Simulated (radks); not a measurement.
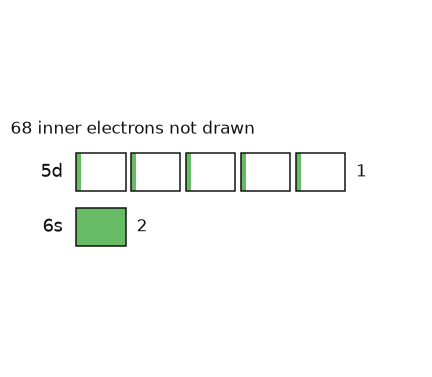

Figure 1. The outer shells as the input fills them: a box for each of the 2l + 1 orbitals, shaded by the share of the shell that is filled, with the electron count at the right.

**Atomic calculation, with input and output: Lu**

Atomic lutetium (Lu) in the configuration [Xe] 4f14 5d1 6s2 (5d3/2: 1). Computed at this level: Dirac Kohn-Sham, PBE, spin-unpolarised, spherical densities, finite nucleus (the in-house radial solver radks).

### Input file
```
Z 71
configuration [Xe] 4f14 5d1 6s2
relativity Dirac
functional pbe,pbe
spin unpolarised
j_filling energy
nucleus finite rms 5.37 fm
c 137.035999084
threshold 1e-13
max_iterations 84
```

Energies in input and log are in hartree, lengths in bohr (the nuclear radius in fm).

Launched within a batch (the task file carries these settings):
```bash
python <driver script> task.json out
```

### The program's output
```
1s1/2   1   2.0000       -2320.47831709
2s1/2   1   2.0000        -394.76745924
2p1/2   1   2.0000        -376.84824893
2p3/2   1   4.0000        -335.78166807
3s1/2   1   2.0000         -89.45532630
3p1/2   1   2.0000         -81.51504782
3p3/2   1   4.0000         -72.75578121
3d3/2   1   4.0000         -59.25786412
3d5/2   1   6.0000         -57.34545527
4s1/2   1   2.0000         -17.80234070
4p1/2   1   2.0000         -14.56678423
4p3/2   1   4.0000         -12.57402433
4d3/2   1   4.0000          -7.25041224
4d5/2   1   6.0000          -6.88658763
4f5/2   1   6.0000          -0.37819763
4f7/2   1   8.0000          -0.32225911
5s1/2   1   2.0000          -2.23230683
5p1/2   1   2.0000          -1.33913944
5p3/2   1   4.0000          -1.08671513
5d3/2   1   1.0000          -0.06860951
5d5/2   1   0.0000          -0.05714412
6s1/2   1   2.0000          -0.16934272
Etot -14579.206033990446
Ekin 16246.014446738607
Encl -36251.890523417766
Eh 5728.775760194149
Exc -302.10571750543374
err 5.409817524699511e-13
it 40
```

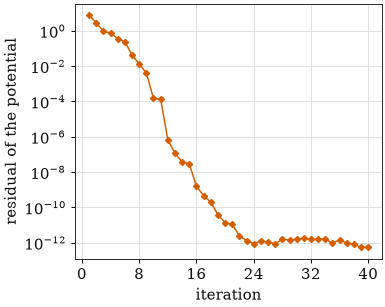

Figure 2. Convergence: residual of the potential against the iteration. The residual lingers near 1.3 × 10⁻¹² from about step 23 to 40 before it falls again. It goes from 7.5 to 5.4×10⁻¹³ in 40 steps.

### Outcome

- outcome: converged
- total energy: −14579.2060 hartree
- kinetic energy: 16246.0144 hartree
- electron–nucleus energy: −36251.8905 hartree
- Hartree energy: 5728.7758 hartree
- exchange–correlation energy: −302.105718 hartree
- radius at density 0.001 e/bohr³: 5.06 bohr
- SCF iterations: 40
- hardware: 1 thread of Arm Neoverse N1, 77 GiB of memory available, shared host

### What is odd here

A numerical setting was moved from its usual value: convergence threshold tolx = 1e-13. The program ran to the end, and its total energy equals that of the same run with the usual input (−14579.20603 hartree) within 10⁻⁵ hartree, so the oddity leaves no trace in it.
